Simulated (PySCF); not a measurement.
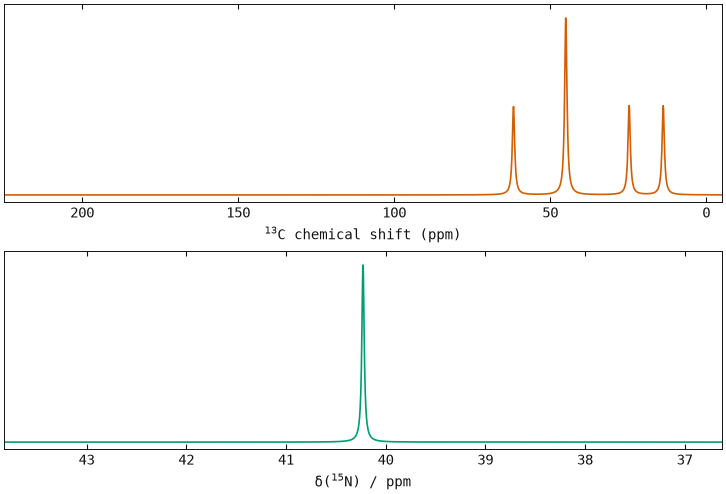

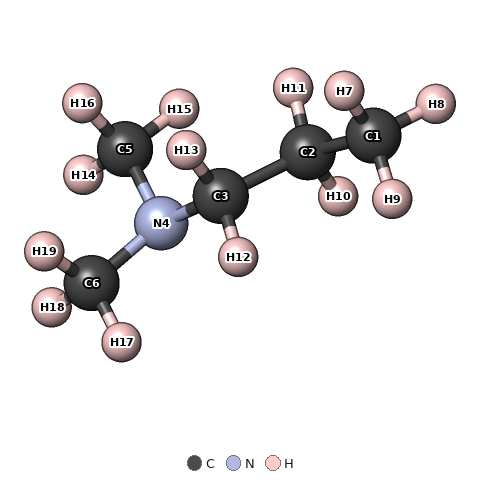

Spectrum and numbered structure of C₅H₁₃N, SMILES CCCN(C)C. GIAO shifts, mPW1PW91/pcSseg-1 in PySCF 2.14.0, at a PBE0-D3(BJ)/def2-SVP geometry (no frequency check), against TMS for ¹³C and NH₃ for ¹⁵N computed at the same level (¹⁵N: a single molecule, while the usual scales start at liquid NH₃ or nitromethane; multiply bonded nitrogen can come out tens of ppm too deshielded). Gas phase, fully decoupled, line heights follow the number of nuclei, widths are arbitrary (no quadrupolar broadening); values of one conformer, averaged over nuclei that symmetry, rotation about single bonds or inversion at nitrogen exchange, these motions taken as fast; other conformers aren't averaged in.

> Assign the ¹³C signals to the numbered atoms.

```tsv
δ (ppm)	nuclei	atoms
61.8	1	C3
45.0	2	C5, C6
24.7	1	C2
13.8	1	C1
```

> Where does the ¹⁵N line lie?

At 40.2 ppm (N4).
